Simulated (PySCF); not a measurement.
# [SiPH4Br2]+ (SMILES [PH3+][SiH](Br)Br): levels of theory compared

We compute a comparison of 6 runs (HF/STO-3G, HF/3-21G, SVWN5/6-31G*, B3LYP/6-31G*, PBE0/def2-SVP, B2PLYP/def2-TZVP) of [SiPH4Br2]+. The job is set up through a Python script.

Program for the calculation: PySCF 2.14.0.

## 1. The system as given

The species is [SiPH4Br2]+ (8 atoms), meant as a singlet with charge +1. As SMILES, `[PH3+][SiH](Br)Br`. The shape is that of a GFN2-xTB optimisation.

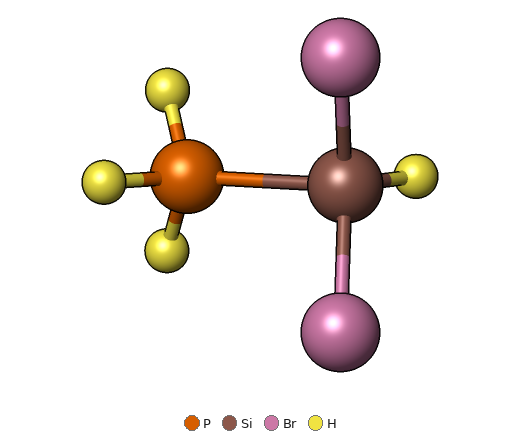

Viewed from a chosen angle; phosphorus orange, silicon brown, bromine pink, hydrogen yellow.

## 2. Energy and forces at HF/STO-3G (run 1)

calc.py

```python
from pyscf import gto

system = gto.Mole()
system.atom = [
    ('P', (-0.266770, 1.060960, -0.251690)),
    ('Si', (0.124080, -1.180940, 0.394640)),
    ('Br', (2.079150, -1.073270, 1.373180)),
    ('Br', (0.145970, -2.246060, -1.517080)),
    ('H', (-1.446850, 1.311260, -0.912940)),
    ('H', (-0.298280, 1.991370, 0.761270)),
    ('H', (0.658450, 1.610740, -1.109390)),
    ('H', (-0.995760, -1.474060, 1.262010)),
]
system.basis = 'sto-3g'
system.max_memory = 1860
system.charge = 1
system.verbose = 4
system.spin = 0
system.build()

mf = system.RHF()
mf.conv_tol = 1e-10
mf.kernel()
if not mf.converged:
    mf = mf.newton().run(mf.mo_coeff, mf.mo_occ)

e_tot = mf.e_tot
print('E = %.10f Eh' % e_tot)
grad = mf.nuc_grad_method().kernel()
dip = mf.dip_moment()
pop, q = mf.mulliken_pop()
```

The run is started by

```console
$ OMP_NUM_THREADS=1 python calc.py
```

Log:

```text
PySCF version 2.14.0

[... 62 lines left out ...]
converged SCF energy = -5714.10726106868
[... 13 lines left out ...]
WARN: System has nonzero charge 1; the dipole moment is origin-dependent.
[... 2 lines left out ...]
Dipole moment(X, Y, Z, Debye): -1.55589,  1.90508,  0.26534
[... 28 lines left out ...]
pop of  2 Br 3pz          1.99692
pop of  2 Br 4px          1.36244
pop of  2 Br 4py          1.94769
pop of  2 Br 4pz          1.80945
pop of  2 Br 3dxy         1.99993
pop of  2 Br 3dyz         1.99998
pop of  2 Br 3dz^2        1.99992
pop of  2 Br 3dxz         1.99955
pop of  2 Br 3dx2-y2      1.99956
pop of  3 Br 1s           2.00000
pop of  3 Br 2s           1.99985
pop of  3 Br 3s           1.99963
pop of  3 Br 4s           1.97224
pop of  3 Br 2px          1.99999
pop of  3 Br 2py          1.99993
pop of  3 Br 2pz          1.99982
pop of  3 Br 3px          1.99940
pop of  3 Br 3py          1.99640
pop of  3 Br 3pz          1.99000
pop of  3 Br 4px          1.96515
pop of  3 Br 4py          1.77554
pop of  3 Br 4pz          1.37881
pop of  3 Br 3dxy         1.99998
pop of  3 Br 3dyz         1.99950
pop of  3 Br 3dz^2        1.99959
pop of  3 Br 3dxz         1.99994
pop of  3 Br 3dx2-y2      1.99995
pop of  4 H 1s            0.96766
pop of  5 H 1s            0.96771
pop of  6 H 1s            0.96576
pop of  7 H 1s            1.04799
 ** Mulliken atomic charges  **
charge of    0P =      0.44179
charge of    1Si =      0.65882
charge of    2Br =     -0.07580
charge of    3Br =     -0.07570
charge of    4H =      0.03234
charge of    5H =      0.03229
charge of    6H =      0.03424
charge of    7H =     -0.04799
```

It took 5.4 s on 1 thread of Intel Xeon at 2.70GHz, shared host; peak memory 0.13 GiB.

## 3. Energy and forces at HF/3-21G (run 2)

start.xyz

```xyz
8
Br2H4PSi
P     -0.266770     1.060960    -0.251690
Si     0.124080    -1.180940     0.394640
Br     2.079150    -1.073270     1.373180
Br     0.145970    -2.246060    -1.517080
H     -1.446850     1.311260    -0.912940
H     -0.298280     1.991370     0.761270
H      0.658450     1.610740    -1.109390
H     -0.995760    -1.474060     1.262010
```

input.py

```python
import pyscf.grad
from pyscf import gto, scf

molecule = gto.M(
    atom='start.xyz',
    charge=1,
    verbose=4,
    max_memory=1860,
    basis='3-21g',
)

myscf = scf.RHF(molecule)
myscf.conv_tol = 1e-10
myscf.kernel()
if not myscf.converged:
    myscf = myscf.newton().run(myscf.mo_coeff, myscf.mo_occ)

etot = myscf.e_tot
print('E = %.10f Eh' % etot)
grad = myscf.Gradients().kernel()
myscf.analyze()
```

The run is started by

```console
$ OMP_NUM_THREADS=1 python input.py
```

Log:

```text
PySCF version 2.14.0

[... 79 lines left out ...]
Two-electron Energy =                 2928.531390491946695
[... 9 lines left out ...]
MO #6   energy= -64.9720557895147  occ= 2
[... 7 lines left out ...]
MO #14  energy= -9.96806648359638  occ= 2
[... 7 lines left out ...]
MO #22  energy= -6.40938619477697  occ= 2
[... 7 lines left out ...]
MO #30  energy= -3.27761065614979  occ= 2
[... 7 lines left out ...]
MO #38  energy= -3.263086267698    occ= 2
[... 7 lines left out ...]
MO #46  energy= -0.707418237822851 occ= 2
[... 7 lines left out ...]
MO #54  energy= -0.081590023045792 occ= 0
[... 7 lines left out ...]
MO #62  energy= 0.324272587214061  occ= 0
[... 7 lines left out ...]
MO #70  energy= 0.730382606621337  occ= 0
[... 7 lines left out ...]
MO #78  energy= 1.18925740535398   occ= 0
[... 54 lines left out ...]
pop of  3 Br 5s           0.00570
pop of  3 Br 2px          1.99998
pop of  3 Br 2py          1.99998
pop of  3 Br 2pz          1.99997
pop of  3 Br 3px          1.99985
pop of  3 Br 3py          1.99981
pop of  3 Br 3pz          1.99974
pop of  3 Br 4px          1.92335
pop of  3 Br 4py          1.77595
pop of  3 Br 4pz          1.46628
pop of  3 Br 5px          0.00148
pop of  3 Br 5py          0.00178
pop of  3 Br 5pz          0.00206
pop of  3 Br 3dxy         1.99994
pop of  3 Br 3dyz         1.99965
pop of  3 Br 3dz^2        1.99974
pop of  3 Br 3dxz         1.99983
pop of  3 Br 3dx2-y2      1.99995
pop of  4 H 1s            0.89618
pop of  4 H 2s            0.00810
pop of  5 H 1s            0.89623
pop of  5 H 2s            0.00809
pop of  6 H 1s            0.89132
pop of  6 H 2s            0.00815
pop of  7 H 1s            1.01987
pop of  7 H 2s            0.00571
 ** Mulliken atomic charges  **
charge of    0P =      0.26807
charge of    1Si =      0.63272
charge of    2Br =     -0.08366
charge of    3Br =     -0.08347
charge of    4H =      0.09572
charge of    5H =      0.09567
charge of    6H =      0.10053
charge of    7H =     -0.02558

WARN: System has nonzero charge 1; the dipole moment is origin-dependent.
Location of origin: [0. 0. 0.]

Dipole moment(X, Y, Z, Debye): -1.17530,  1.60528,  0.13173
```

Wall time 5.4 s (1 thread of Intel Xeon at 2.70GHz, shared host); peak memory 0.15 GiB.

Runs 3 to 4 aren't shown in full; the table further down has their settings and results.

## 4. Energy and gradient at PBE0/def2-SVP (run 5)

calc.py

```python
# [PH3+][SiH](Br)Br
import pyscf.grad
from pyscf import gto, dft

molecule = gto.M(
    atom='''
P   -0.266770   1.060960  -0.251690
Si   0.124080  -1.180940   0.394640
Br   2.079150  -1.073270   1.373180
Br   0.145970  -2.246060  -1.517080
H   -1.446850   1.311260  -0.912940
H   -0.298280   1.991370   0.761270
H    0.658450   1.610740  -1.109390
H   -0.995760  -1.474060   1.262010
''',
    max_memory=1860,
    basis='def2-svp',
    charge=1,
    verbose=3,
)

ks = dft.RKS(molecule, xc='pbe0')
ks.conv_tol = 1e-10
ks.grids.level = 5
ks.kernel()
if not ks.converged:
    ks = ks.newton().run(ks.mo_coeff, ks.mo_occ)

energy = ks.e_tot
print('Final energy', energy)
grad = ks.Gradients().kernel()
dip = ks.dip_moment()
pop, q = ks.mulliken_pop()
```

The run is started by

```console
$ OMP_NUM_THREADS=1 python calc.py
```

Log:

```text
converged SCF energy = -5779.70142759085
Final energy -5779.701427590846
--------------- RKS gradients ---------------
         x                y                z
0 P    -0.0024505508     0.0145899963    -0.0043705739
1 Si    -0.0179472253    -0.0027821217     0.0130530847
2 Br     0.0064190027    -0.0006749320     0.0014577827
[... 4 lines of this table left out ...]
7 H     0.0098573256     0.0027233435    -0.0077228768
----------------------------------------------

WARN: System has nonzero charge 1; the dipole moment is origin-dependent.
Location of origin: [0. 0. 0.]

Dipole moment(X, Y, Z, Debye): -0.41016,  1.11812, -0.18214
[... 90 lines left out ...]
pop of  3 Br 3dx2-y2      1.64012
pop of  3 Br 4dxy         0.34826
pop of  3 Br 4dyz         0.34932
pop of  3 Br 4dz^2        0.34938
pop of  3 Br 4dxz         0.34883
pop of  3 Br 4dx2-y2      0.34828
pop of  3 Br 5dxy         0.01382
pop of  3 Br 5dyz         0.02400
pop of  3 Br 5dz^2        0.02343
pop of  3 Br 5dxz         0.01702
pop of  3 Br 5dx2-y2      0.01459
pop of  4 H 1s            0.71718
pop of  4 H 2s            0.13093
pop of  4 H 2px           0.01152
pop of  4 H 2py           0.00295
pop of  4 H 2pz           0.00512
pop of  5 H 1s            0.71715
pop of  5 H 2s            0.13095
pop of  5 H 2px           0.00202
pop of  5 H 2py           0.00869
pop of  5 H 2pz           0.00887
pop of  6 H 1s            0.71448
pop of  6 H 2s            0.12745
pop of  6 H 2px           0.00782
pop of  6 H 2py           0.00464
pop of  6 H 2pz           0.00715
pop of  7 H 1s            0.72209
pop of  7 H 2s            0.19431
pop of  7 H 2px           0.00658
pop of  7 H 2py           0.00128
pop of  7 H 2pz           0.00438
 ** Mulliken atomic charges  **
charge of    0P =      0.12911
charge of    1Si =      0.52397
charge of    2Br =     -0.06391
charge of    3Br =     -0.06362
charge of    4H =      0.13231
charge of    5H =      0.13232
charge of    6H =      0.13848
charge of    7H =      0.07135
```

It took 53 s on 1 thread of Intel Xeon at 2.70GHz, shared host; peak memory 1.2 GiB.

## 5. A single-point energy at B2PLYP/def2-TZVP (run 6)

input.xyz

```xyz
8
Br2H4PSi
P     -0.266770     1.060960    -0.251690
Si     0.124080    -1.180940     0.394640
Br     2.079150    -1.073270     1.373180
Br     0.145970    -2.246060    -1.517080
H     -1.446850     1.311260    -0.912940
H     -0.298280     1.991370     0.761270
H      0.658450     1.610740    -1.109390
H     -0.995760    -1.474060     1.262010
```

job.py

```python
# [PH3+][SiH](Br)Br
from pyscf import gto, dft, mp

mol = gto.M(
    atom='input.xyz',
    max_memory=1860,
    spin=0,
    verbose=4,
    basis='def2-tzvp',
    charge=1,
)

mf = dft.RKS(mol, xc='0.53*HF + 0.47*B88, 0.73*LYP')
mf.conv_tol = 1e-10
mf.grids.level = 5
mf.kernel()
if not mf.converged:
    mf = mf.newton().run(mf.mo_coeff, mf.mo_occ)

pt = mp.MP2(mf, frozen=28).run()
e_tot = mf.e_tot + 0.27 * pt.e_corr
print('PT2 part  %.8f' % (0.27 * pt.e_corr))
print('E = %.10f Eh' % e_tot)
mf.analyze()
```

The run is started by

```console
$ OMP_NUM_THREADS=1 python job.py
```

Log:

```text
PySCF version 2.14.0

[... 104 lines left out ...]
MO #7   energy= -57.4093176832418  occ= 2
[... 16 lines left out ...]
MO #24  energy= -5.2490967160242   occ= 2
[... 16 lines left out ...]
MO #41  energy= -0.997822535160502 occ= 2
[... 16 lines left out ...]
MO #58  energy= -0.0672232642846531 occ= 0
[... 16 lines left out ...]
MO #75  energy= 0.190476815145842  occ= 0
[... 16 lines left out ...]
MO #92  energy= 0.459090556954202  occ= 0
[... 16 lines left out ...]
MO #109 energy= 1.04558478698442   occ= 0
[... 16 lines left out ...]
MO #126 energy= 1.33958161665777   occ= 0
[... 16 lines left out ...]
MO #143 energy= 1.58990215339921   occ= 0
[... 16 lines left out ...]
MO #160 energy= 1.95307382009166   occ= 0
[... 16 lines left out ...]
MO #177 energy= 4.01689902873606   occ= 0
[... 16 lines left out ...]
MO #194 energy= 14.4843283552401   occ= 0
[... 170 lines left out ...]
pop of  3 Br 4f+2         0.00045
pop of  3 Br 4f+3         0.00006
pop of  4 H 1s            0.91685
pop of  4 H 2s            0.01167
pop of  4 H 3s            0.00132
pop of  4 H 2px           0.00465
pop of  4 H 2py           0.00033
pop of  4 H 2pz           0.00152
pop of  5 H 1s            0.91687
pop of  5 H 2s            0.01166
pop of  5 H 3s            0.00132
pop of  5 H 2px           0.00001
pop of  5 H 2py           0.00318
pop of  5 H 2pz           0.00332
pop of  6 H 1s            0.91144
pop of  6 H 2s            0.01179
pop of  6 H 3s            0.00129
pop of  6 H 2px           0.00275
pop of  6 H 2py           0.00118
pop of  6 H 2pz           0.00247
pop of  7 H 1s            1.03780
pop of  7 H 2s            0.00834
pop of  7 H 3s            0.00133
pop of  7 H 2px           0.00384
pop of  7 H 2py           0.00056
pop of  7 H 2pz           0.00263
 ** Mulliken atomic charges  **
charge of    0P =      0.38097
charge of    1Si =      0.74714
charge of    2Br =     -0.13509
charge of    3Br =     -0.13492
charge of    4H =      0.06366
charge of    5H =      0.06364
charge of    6H =      0.06908
charge of    7H =     -0.05450

WARN: System has nonzero charge 1; the dipole moment is origin-dependent.
Location of origin: [0. 0. 0.]

Dipole moment(X, Y, Z, Debye): -0.37716,  0.99949, -0.15609
```

Wall time 2.2 min (1 thread of Intel Xeon at 2.70GHz, shared host); peak memory 2.8 GiB.

## 6. All runs side by side

```
run                               level  integration grid  Cartesian functions   energy (Eh)  HOMO energy (eV)  LUMO energy (eV)  HOMO–LUMO gap (eV)  wall time
  1                           HF/STO-3G                 –                   no  -5714.107261            -13.61              0.84               14.45      5.4 s
  2                            HF/3-21G                 –                   no  -5748.578097            -15.93             -2.67               13.26      5.4 s
  3  SVWN5/6-31G* (spherical functions)                 5                   no  -5771.167776            -11.99             -7.07                4.92       48 s
  4  B3LYP/6-31G* (Cartesian functions)                 5                  yes  -5780.823218            -12.82             -6.22                6.61       72 s
  5                       PBE0/def2-SVP                 5                   no  -5779.701428            -13.12             -5.84                7.28       53 s
  6                    B2PLYP/def2-TZVP                 5                   no  -5780.380569            -14.13             -4.68                9.45    2.2 min
```

## 7. Summary of results

```
                                  quantity           value
                       run 6: total energy  -5780.38057 Eh
  run 6: HOMO energy (SCF part's orbitals)       -14.13 eV
  run 6: LUMO energy (SCF part's orbitals)        -4.68 eV
run 6: HOMO–LUMO gap (SCF part's orbitals)         9.45 eV
```

In words: The HOMO–LUMO gap runs from 4.92 eV (SVWN5/6-31G*) to 14.45 eV (HF/STO-3G). The two ends differ in method and basis. Totals of different functionals can't be ranked against each other. In run 1 the basis is minimal, so the values are rough. All runs together took 5.2 min, the longest 2.2 min.
